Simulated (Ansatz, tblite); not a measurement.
# The cluster B2F: rung by rung, part 2 of 2

Aim: run the doublet of the cluster B2F at one geometry on many levels, and compare frontier levels, spin and run time.

Ansatz 0.2.0, Gaussian basis; as each input shows. Earlier steps stand in the parts before.

## 17. CCSD(T)/def2-TZVPP

in.yaml reads:

```yaml
crystal:
  periodic: [false, false, false]
  atoms:
    - {symbol: B, position_ang: [-0.152483, -0.017738, 0.045834]}
    - {symbol: B, position_ang: [0.683741, -0.607174, -1.133244]}
    - {symbol: F, position_ang: [-0.531258, 0.624913, 1.087420]}
basis:
  gaussian: {orbitals: def2-TZVPP, initial_orbitals: start.molden}
magnetization: {spin_polarized: true, initial_magnetization: 1}
correlation: {method: ccsd_t}
scf: {omitted_lower_state_checks: [starts, cluster_reference]}
output: {orbitals: {seedname: orbitals}}
```

Started as:

```bash
$ ansatz run in.yaml --threads 4 --pin off --events-out ev --progress --plain --max-ram 3916MiB
```

Output, shortened:

```text
Functional definition: HF
  name "HF"
  cite "Fock, Z. Phys. 61, 126 (1930) doi:10.1007/BF01340294"
  parent pbe
[...]
605 factors; integrals over basis functions are off by at most 9.7e-4 eV
[...]
mean field -4047.51360434 eV, -148.7433814562 hartree, gradient 3.1e-6 eV, S^2 1.738032; 0 other end points of the search recorded, 0 dependent functions left out
3 core orbitals not correlated: weight in the atoms' cores, before any rotation towards them, 1.000 or more for the frozen orbitals, at most 0.000 for the correlated occupied ones
reference -4047.51360434 eV, -148.7433814562 hartree; 7, 6 occupied and 83, 84 virtual orbitals, 605 factors
second order -9.95175798 eV of doubles, -0.00000000 eV of singles
cycle   1  -10.13380640 eV  change   -1.8e-1 eV  update   8.7e-2
[...]
cycle  25  -10.63939603 eV  change   -1.1e-6 eV  update   4.9e-6
perturbative correction -0.46902298 eV, -0.0172362764 hartree
WARN: the results are in doubt because among natural orbitals the method converges to other amplitudes
Total energy: -4058.62202334 eV, -149.1516083250 hartree
In doubt: among natural orbitals the method converges to other amplitudes
Checks for a lower state left out: starts, cluster_reference
```

Wall time 2.6 s (4 threads of Arm Neoverse V1, shared host).

Report: Hartree-Fock HOMO -8.65 eV, LUMO 0.64 eV (over both spins); ⟨S²⟩ 1.738 (pure: 0.75); T1 0.036. Doubts: state flagged by the program, spin contamination.

## 18. MP2/def2-TZVP

in.yaml reads:

```yaml
crystal:
  periodic: [false, false, false]
  atoms:
    - {symbol: B, position_ang: [-0.152483, -0.017738, 0.045834]}
    - {symbol: B, position_ang: [0.683741, -0.607174, -1.133244]}
    - {symbol: F, position_ang: [-0.531258, 0.624913, 1.087420]}
basis:
  gaussian: {orbitals: def2-TZVP, initial_orbitals: start.molden}
magnetization: {spin_polarized: true, initial_magnetization: 1}
correlation: {method: mp2}
scf: {omitted_lower_state_checks: [starts]}
output: {orbitals: {seedname: orbitals}}
```

The command is unchanged.

Output:

```text
Functional definition: HF
  name "HF"
  cite "Fock, Z. Phys. 61, 126 (1930) doi:10.1007/BF01340294"
  parent pbe
  exchange = exact_x
  correlation = 0
these checks for a lower state are left out or cut short: starts
605 factors; integrals over basis functions are off by at most 9.7e-4 eV
mean field evaluation 1: about -4047.0329 eV, gradient 1.3e1 eV
mean field evaluation 2: about -4047.4779 eV, gradient 6.0e-1 eV
mean field evaluation 4: about -4047.5056 eV, gradient 2.6e-1 eV
mean field evaluation 8: about -4047.5136 eV, gradient 4.2e-4 eV
mean field -4047.51360434 eV, -148.7433814562 hartree, gradient 3.1e-6 eV, S^2 1.738032; 0 other end points of the search recorded, 0 dependent functions left out
3 core orbitals not correlated: weight in the atoms' cores, before any rotation towards them, 1.000 or more for the frozen orbitals, at most 0.000 for the correlated occupied ones
reference -4047.51360434 eV, -148.7433814562 hartree; 7, 6 occupied and 83, 84 virtual orbitals, 605 factors
second order -9.95175798 eV of doubles, -0.00000000 eV of singles
Total energy: -4057.46536232 eV, -149.1091018164 hartree
Checks for a lower state left out: starts
```

Wall time 0.35 s (4 threads of Arm Neoverse V1, shared host).

Report: Hartree-Fock HOMO -8.65 eV, LUMO 0.64 eV (over both spins); ⟨S²⟩ 1.738 (pure: 0.75). Doubts: spin contamination.

## 19. RPA/def2-TZVP

in.yaml: that of step 18 with these lines changed.

```diff
@@ -9,4 +9,4 @@
 magnetization: {spin_polarized: true, initial_magnetization: 1}
-correlation: {method: mp2}
+hamiltonian: {xc: pbe}
+correlation: {method: rpa}
 scf: {omitted_lower_state_checks: [starts]}
-output: {orbitals: {seedname: orbitals}}
```

Launched as before.

Output, shortened:

```text
Functional definition: PBE
  name "PBE"
  cite "Perdew, Burke & Ernzerhof, Phys. Rev. Lett. 77, 3865 (1996) doi:10.1103/PhysRevLett.77.3865"
  parent pbe
[...]
605 factors; integrals over basis functions are off by at most 9.7e-4 eV
[...]
mean field -4061.75840205 eV, -149.2668681165 hartree, gradient 1.7e-6 eV, S^2 1.630863; 0 other end points of the search recorded, 0 dependent functions left out
3 core orbitals not correlated: weight in the atoms' cores, before any rotation towards them, 1.000 or more for the frozen orbitals, at most 0.000 for the correlated occupied ones
reference -4046.62611593 eV, -148.7107668589 hartree; 7, 6 occupied and 83, 84 virtual orbitals, 605 factors
Total energy: -4063.78301925 eV, -149.3412714263 hartree
Checks for a lower state left out: starts
```

It took 1.1 s on 4 threads of Arm Neoverse V1, shared host.

Report: ⟨S²⟩ 1.631 (pure: 0.75). Doubts: spin contamination.

## 20. CCSD(T)/def2-TZVPD

in.yaml reads:

```yaml
crystal:
  periodic: [false, false, false]
  atoms:
    - {symbol: B, position_ang: [-0.152483, -0.017738, 0.045834]}
    - {symbol: B, position_ang: [0.683741, -0.607174, -1.133244]}
    - {symbol: F, position_ang: [-0.531258, 0.624913, 1.087420]}
basis:
  gaussian: {orbitals: def2-TZVPD, initial_orbitals: start.molden}
magnetization: {spin_polarized: true, initial_magnetization: 1}
correlation: {method: ccsd_t}
scf: {omitted_lower_state_checks: [starts, cluster_reference]}
output: {orbitals: {seedname: orbitals}}
```

Launched as before.

Output, shortened:

```text
Functional definition: HF
  name "HF"
  cite "Fock, Z. Phys. 61, 126 (1930) doi:10.1007/BF01340294"
  parent pbe
[...]
721 factors; integrals over basis functions are off by at most 1.1e-3 eV
[...]
mean field -4047.52614427 eV, -148.7438422901 hartree, gradient 2.7e-6 eV, S^2 1.738534; 0 other end points of the search recorded, 0 dependent functions left out
3 core orbitals not correlated: weight in the atoms' cores, before any rotation towards them, 1.000 or more for the frozen orbitals, at most 0.000 for the correlated occupied ones
reference -4047.52614427 eV, -148.7438422901 hartree; 7, 6 occupied and 104, 105 virtual orbitals, 721 factors
second order -9.99956999 eV of doubles, -0.00000000 eV of singles
cycle   1  -10.17558250 eV  change   -1.8e-1 eV  update   8.8e-2
[...]
cycle  26  -10.68257460 eV  change   -5.4e-6 eV  update   3.6e-6
perturbative correction -0.47612646 eV, -0.0174973247 hartree
WARN: the results are in doubt because among natural orbitals the method converges to other amplitudes
Total energy: -4058.68484533 eV, -149.1539169906 hartree
In doubt: among natural orbitals the method converges to other amplitudes
Checks for a lower state left out: starts, cluster_reference
```

Wall time 4.9 s (4 threads of Arm Neoverse V1, shared host); peak memory 0.7 GiB.

Report: Hartree-Fock HOMO -8.65 eV, LUMO 0.61 eV (over both spins); ⟨S²⟩ 1.739 (pure: 0.75); T1 0.036. Doubts: state flagged by the program, spin contamination.

## 21. Comparison

| level | functions | HOMO (eV) | LUMO (eV) | gap (eV) | ⟨S²⟩ | time |
| --- | --- | --- | --- | --- | --- | --- |
| HF/STO-3G | 15 | -5.36 | 5.93 | 11.29 | 1.607 | 0.1 s |
| PBE-D4/def2-SVP | 42 | -5.36 | -4.34 | 1.02 | 1.649 | 0.55 s |
| PBE-D4/def2-TZVP | 93 | -5.44 | -4.39 | 1.06 | 1.631 | 0.95 s |
| PBE-D4/def2-TZVPD | 114 | -5.46 | -4.40 | 1.06 | 1.631 | 1.3 s |
| r2SCAN-D4/def2-TZVP | 93 | -5.69 | -3.88 | 1.81 | 1.679 | 2.2 s |
| r2SCAN-D4/def2-TZVPD | 114 | -5.69 | -3.88 | 1.81 | 1.680 | 2.8 s |
| B97M-V/def2-TZVP | 93 | -5.44 | -4.44 | 1.00 | 1.519 | 3.3 s |
| B3LYP-D4/def2-TZVP | 93 | -6.24 | -3.63 | 2.62 | 1.601 | 1.1 s |
| PBE0-D4/def2-SVP | 42 | -6.39 | -3.29 | 3.11 | 1.666 | 0.65 s |
| PBE0-D4/def2-TZVP | 93 | -6.47 | -3.30 | 3.17 | 1.648 | 3.7 s |
| PBE0-D4/def2-TZVPD | 114 | -6.48 | -3.30 | 3.17 | 1.649 | 1.4 s |
| HSE06-D4/def2-TZVP | 93 | -6.07 | -3.69 | 2.38 | 1.647 | 1.2 s |
| LC-ωPBE/def2-TZVP | 93 | -8.97 | -0.75 | 8.22 | 1.687 | 1.2 s |

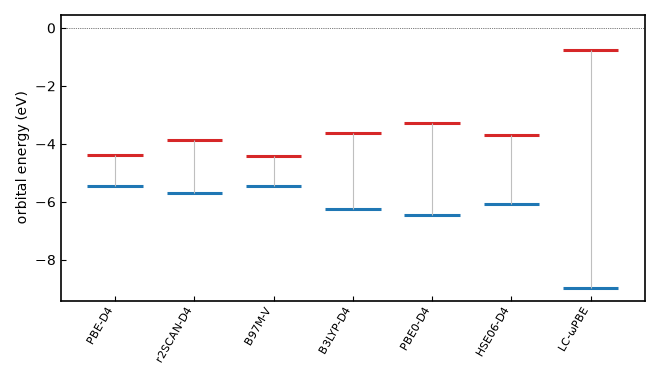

Highest filled (blue) and lowest empty (red) level in def2-TZVP, over both spins.

The pieces so far (eV):

```
     basis          HF  MP2 correlation  CCSD correlation      (T)             total
def2-TZVPP  -4047.5136          -9.9518          -10.6394  -0.4690        -4058.6220
 def2-TZVP  -4047.5136          -9.9518                             -4057.4654 (MP2)
def2-TZVPD  -4047.5261          -9.9996          -10.6826  -0.4761        -4058.6848
```

## 22. Binding energy

Free atoms were run apart at each level; binding is atoms less cluster, divided by the number of atoms, without zero-point or spin-orbit terms.

| level | binding an atom (eV) |
| --- | --- |
| HF/STO-3G† | 2.729 |
| HF/def2-TZVP† | 2.421 |
| HF/def2-TZVPD† | 2.421 |
| HF/def2-TZVPP† | 2.421 |
| PBE-D4/def2-SVP† | 3.526 |
| PBE-D4/def2-TZVP† | 3.438 |
| PBE-D4/def2-TZVPD† | 3.429 |
| r2SCAN-D4/def2-TZVP† | 3.400 |
| r2SCAN-D4/def2-TZVPD† | 3.396 |
| B97M-V/def2-TZVP† | 3.270 |
| B3LYP-D4/def2-TZVP† | 3.201 |
| PBE0-D4/def2-SVP† | 3.358 |
| PBE0-D4/def2-TZVP† | 3.290 |
| PBE0-D4/def2-TZVPD† | 3.286 |
| HSE06-D4/def2-TZVP† | 3.295 |
| LC-ωPBE/def2-TZVP† | 3.264 |
| B2PLYP/def2-TZVP† | 3.138 |
| RPA/def2-TZVP† | 2.684 |
| MP2/def2-TZVP† | 3.155 |
| MP2/def2-TZVPD† | 3.156 |
| CCSD/def2-TZVPD† | 2.898 |
| CCSD/def2-TZVPP† | 2.899 |
| CCSD(T)/def2-TZVPD† | 2.999 |
| CCSD(T)/def2-TZVPP† | 3.000 |

† marks a level with a doubtful state (flagged, unstable or spin-contaminated).

## 23. Summary of results

What follows sums up all 2 parts.

```
                                                  quantity                                value
 gap in def2-TZVP, named functionals, smallest and largest  1.00 eV (B97M-V), 8.22 eV (LC-ωPBE)
                    correlation energy, CCSD(T)/def2-TZVPP                            -11.11 eV
                         correlation energy, MP2/def2-TZVP                             -9.95 eV
                    correlation energy, CCSD(T)/def2-TZVPD                            -11.16 eV
                 binding an atom, functionals in def2-TZVP    3.14 (B2PLYP) to 3.44 eV (PBE-D4)
⟨S²⟩ in def2-TZVP, named functionals, smallest and largest                         1.519, 1.687
           PBE0 total energy, smallest basis above largest       4.84 eV (def2-SVP, def2-TZVPD)
```

**Reading.** Orbital gaps of the named functionals in def2-TZVP span 1.00 eV (B97M-V) to 8.22 eV (LC-ωPBE); exact exchange widens it. Over the named functionals in def2-TZVP spin contamination reaches 0.94 (LC-ωPBE), and every level is far from pure, so all describe a mixture with higher spin. Notes on CCSD(T)/def2-TZVPP: spin contamination, state flagged by the program.

The slowest run with a step of its own, CCSD(T)/def2-TZVPD, took 4.9 s; the quickest functional in def2-TZVP took 0.95 s (shared host).
